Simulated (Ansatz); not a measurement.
# RuO3S (RuSO3): a spread of methods and bases

Aim: run RuO3S (RuSO3) under a spread of inputs, and see what each costs and gives.

Method: the settings change from run to run; program: Ansatz 0.2.0, Gaussian basis.

1 further run of the same task is left out (set aside as unsound or not needed). Runs told in other sessions of the task aren't counted.

**1. The relaxed structure**

An earlier B3LYP-D4/def2-SVP relaxation fixed the geometry. Ru takes a core potential in def2 sets; no spin-orbit term is included.

5 atoms, charge 0, spin multiplicity 1.

Atoms are counted from 1 here; the program's logs count them from 0.

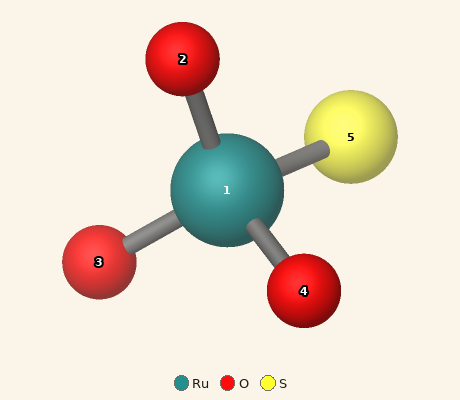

The geometry (ruthenium teal, oxygen red, sulfur yellow); atoms are numbered from 1 in the order of the file.

**2. wPBEh/def2-TZVPP**

Input file in.yaml:

```yaml
crystal:
  periodic: [false, false, false]
  atoms:
    - {symbol: Ru, position_ang: [0.044577, 0.076755, 0.031977]}
    - {symbol: O, position_ang: [0.046024, 0.041576, 1.715419]}
    - {symbol: O, position_ang: [1.624883, 0.068150, -0.549203]}
    - {symbol: O, position_ang: [-0.767833, 1.445083, -0.518371]}
    - {symbol: S, position_ang: [-0.947641, -1.631554, -0.679823]}
basis:
  gaussian: {orbitals: def2-TZVPP}
hamiltonian: {xc: {name: wPBEh}}
output: {forces: true}
```

On the command line:

```bash
ansatz run in.yaml --threads 4 --pin off --events-out ev --progress --plain --max-ram 3916MiB
```

Log, shortened:

```text
Functional definition: wPBEh
  name "wPBEh"
  cite "Heyd, Scuseria & Ernzerhof, J. Chem. Phys. 118, 8207 (2003) doi:10.1063/1.1564060"
  cite "Krukau, Vydrov, Izmaylov & Scuseria, J. Chem. Phys. 125, 224106 (2006) doi:10.1063/1.2404663"
  cite "Heyd & Scuseria, J. Chem. Phys. 120, 7274 (2004) doi:10.1063/1.1668634"
  cite "Ernzerhof & Perdew, J. Chem. Phys. 109, 3313 (1998) doi:10.1063/1.476928"
  cite "Perdew, Burke & Ernzerhof, Phys. Rev. Lett. 77, 3865 (1996) doi:10.1103/PhysRevLett.77.3865"
  parent pbe
[...]
1149 factors; their error is unknown
74 factors; integrals over basis functions are off by at most 2.3e-6 eV
[...]
mean field -19551.09471769 eV, -718.4894786671 hartree, gradient 2.7e-5 eV, S^2 0.000000; 0 other end points of the search recorded, 0 dependent functions left out
[...]
reference -19551.09476039 eV, -718.4894802364 hartree; 28, 28 occupied and 163, 163 virtual orbitals, 1149 factors
Total energy: -19551.09476039 eV, -718.4894802364 hartree
Atom 0 at     0.044577     0.076755     0.031977 Å, force    -0.004007    -0.007005    -0.002876 eV/Å
Atom 1 at     0.046024     0.041576     1.715419 Å, force    -0.002524     0.013364    -0.796923 eV/Å
Atom 2 at     1.624883     0.068150    -0.549203 Å, force    -0.748701     0.000807     0.273347 eV/Å
Atom 3 at    -0.767833     1.445083    -0.518371 Å, force     0.381974    -0.649842     0.258682 eV/Å
Atom 4 at    -0.947641    -1.631554    -0.679823 Å, force     0.373257     0.642676     0.267770 eV/Å
Dipole moment:    -0.144586    -0.248936    -0.103724 e Å
```

Wall time 3.5 s (4 threads of Arm Neoverse V2, shared host).

Largest force 0.797 eV/Å, dipole 1.47 D.

**3. PBEsol/def2-SVP**

Set apart from the defaults: the search for lower states set to off.

in.yaml: that of step 2 with these lines changed.

```diff
@@ -9,4 +9,4 @@
 basis:
-  gaussian: {orbitals: def2-TZVPP}
-hamiltonian: {xc: {name: wPBEh}}
-output: {forces: true}
+  gaussian: {orbitals: def2-SVP}
+hamiltonian: {xc: {name: PBEsol}}
+scf: {lower_state_search: off}
```

Same command.

Log, shortened:

```text
Functional definition: PBEsol
  name "PBEsol"
  cite "Perdew et al., Phys. Rev. Lett. 100, 136406 (2008) doi:10.1103/PhysRevLett.100.136406"
  cite "Perdew, Burke & Ernzerhof, Phys. Rev. Lett. 77, 3865 (1996) doi:10.1103/PhysRevLett.77.3865"
  parent pbesol
[...]
933 factors; their error is unknown
[...]
mean field -19500.68206549 eV, -716.6368478699 hartree, gradient 3.0e-6 eV, S^2 0.000000; 0 other end points of the search recorded, 0 dependent functions left out
reference -19500.68212689 eV, -716.6368501260 hartree; 28, 28 occupied and 63, 63 virtual orbitals, 933 factors
Total energy: -19500.68212689 eV, -716.6368501260 hartree
Checks for a lower state left out: stability, starts, cluster_reference, orbital_swaps, neighbouring_geometries, increment
```

It took 0.55 s on 4 threads of Arm Neoverse V2, shared host.

**4. BLYP/def2-TZVP**

This run has charge +1, multiplicity 2, restricted open-shell orbitals, finite nuclei.

in.yaml: that of step 3 with these lines changed.

```diff
@@ -9,4 +9,7 @@
 basis:
-  gaussian: {orbitals: def2-SVP}
-hamiltonian: {xc: {name: PBEsol}}
-scf: {lower_state_search: off}
+  gaussian: {orbitals: def2-TZVP, nuclear_model: gaussian}
+total_charge: 1
+magnetization: {spin_polarized: false, initial_magnetization: 1}
+hamiltonian: {xc: {name: BLYP}}
+scf: {omitted_lower_state_checks: [starts]}
+output: {forces: true}
```

The command is unchanged.

Log, shortened:

```text
Functional definition: BLYP
  name "BLYP"
  cite "Becke, Phys. Rev. A 38, 3098 (1988) doi:10.1103/PhysRevA.38.3098"
  cite "Lee, Yang & Parr, Phys. Rev. B 37, 785 (1988) doi:10.1103/PhysRevB.37.785"
[...]
1068 factors; their error is unknown
[...]
mean field -19551.24022000 eV, -718.4948257784 hartree, gradient 1.6e-8 eV, S^2 0.750000; 0 other end points of the search recorded, 0 dependent functions left out
[...]
reference -19551.24054849 eV, -718.4948378503 hartree; 28, 27 occupied and 142, 143 virtual orbitals, 1068 factors
WARN: the results are in doubt because the forces break the atoms' symmetry
Total energy: -19551.24054849 eV, -718.4948378503 hartree
Atom 0 at     0.044577     0.076755     0.031977 Å, force     0.780110     1.810447     0.852744 eV/Å
Atom 1 at     0.046024     0.041576     1.715419 Å, force    -0.179823    -0.010547     0.738854 eV/Å
Atom 2 at     1.624883     0.068150    -0.549203 Å, force     0.905930    -0.335540    -0.540924 eV/Å
Atom 3 at    -0.767833     1.445083    -0.518371 Å, force    -0.503880     0.548728    -0.151255 eV/Å
Atom 4 at    -0.947641    -1.631554    -0.679823 Å, force    -1.002336    -2.013088    -0.899419 eV/Å
Dipole moment:    -0.297943    -0.561899    -0.244454 e Å
In doubt: the forces break the atoms' symmetry
Checks for a lower state left out: starts
```

It took 23 s on 4 threads of Arm Neoverse V2, shared host.

Largest force 2.422 eV/Å. The log holds a warning on this run.

**5. BHLYP/def2-mTZVP**

Set apart from the defaults: multiplicity 3, atoms shaken by 0.15 Å, finite nuclei, D4 dispersion, the search for lower states set to off.

Input file in.yaml:

```yaml
crystal:
  periodic: [false, false, false]
  atoms:
    - {symbol: Ru, position_ang: [-0.122553, 0.060462, -0.153783]}
    - {symbol: O, position_ang: [0.026664, 0.151823, 1.548898]}
    - {symbol: O, position_ang: [1.799929, 0.201202, -0.268744]}
    - {symbol: O, position_ang: [-0.874593, 1.274005, -0.289444]}
    - {symbol: S, position_ang: [-1.169856, -1.320705, -0.796875]}
basis:
  gaussian: {orbitals: def2-mTZVP, nuclear_model: gaussian}
magnetization: {spin_polarized: true, initial_magnetization: 2}
hamiltonian: {xc: {name: BHLYP}, dispersion: d4}
scf: {lower_state_search: off}
```

The command is unchanged.

Log, shortened:

```text
Functional definition: BHLYP
  name "BHLYP"
  cite "Becke, J. Chem. Phys. 98, 1372 (1993) doi:10.1063/1.464304"
  cite "Becke, Phys. Rev. A 38, 3098 (1988) doi:10.1103/PhysRevA.38.3098"
  cite "Lee, Yang & Parr, Phys. Rev. B 37, 785 (1988) doi:10.1103/PhysRevB.37.785"
[...]
1199 factors; their error is unknown
[...]
mean field -19545.54573539 eV, -718.2855573290 hartree, gradient 3.2e-6 eV, S^2 2.035918; 0 other end points of the search recorded, 0 dependent functions left out
reference -19545.54590566 eV, -718.2855635861 hartree; 29, 27 occupied and 98, 100 virtual orbitals, 1199 factors
Total energy: -19545.79196374 eV, -718.2946060539 hartree
Checks for a lower state left out: stability, starts, cluster_reference, orbital_swaps, neighbouring_geometries, increment
```

It took 3.5 s on 4 threads of Arm Neoverse V2, shared host.

⟨S²⟩ 2.036.

**6. All runs side by side**

| level | charge | multiplicity | geometry | functions | energy (eV) | time |
| --- | --- | --- | --- | --- | --- | --- |
| wPBEh/def2-TZVPP | 0 | 1 | relaxed | 191 | -19551.095 | 3.5 s |
| PBEsol/def2-SVP | 0 | 1 | relaxed | 91 | -19500.682 | 0.55 s |
| BLYP/def2-TZVP | 1 | 2 | relaxed | 170 | -19551.241 | 23 s |
| BHLYP/def2-mTZVP | 0 | 3 | shaken | 127 | -19545.792 | 3.5 s |

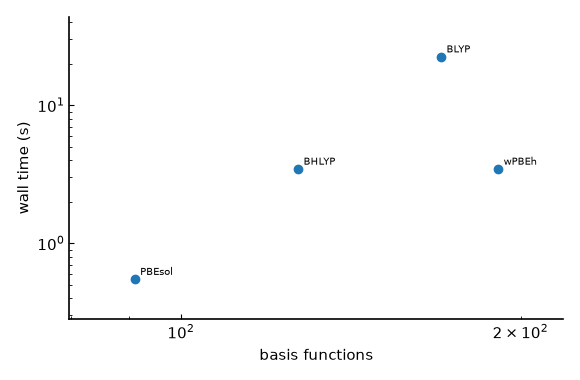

Wall time against the number of basis functions (shared host).

**7. Summary of results**

```
                                         quantity                    value
                                             runs                        4
                                         quickest  PBEsol/def2-SVP, 0.55 s
                                          slowest     BLYP/def2-TZVP, 23 s
spread of total energies, same state and geometry                  50.4 eV
```

What this shows: Run time spans a factor of 41, from PBEsol/def2-SVP to BLYP/def2-TZVP. The jobs differ in tasks and options as well as level. The totals spread over 50 eV; they can't be compared across methods or bases. At the B3LYP-D4/def2-SVP geometry and in the same state, the sound runs without point charges leave forces up to 0.80 eV/Å (wPBEh/def2-TZVPP).
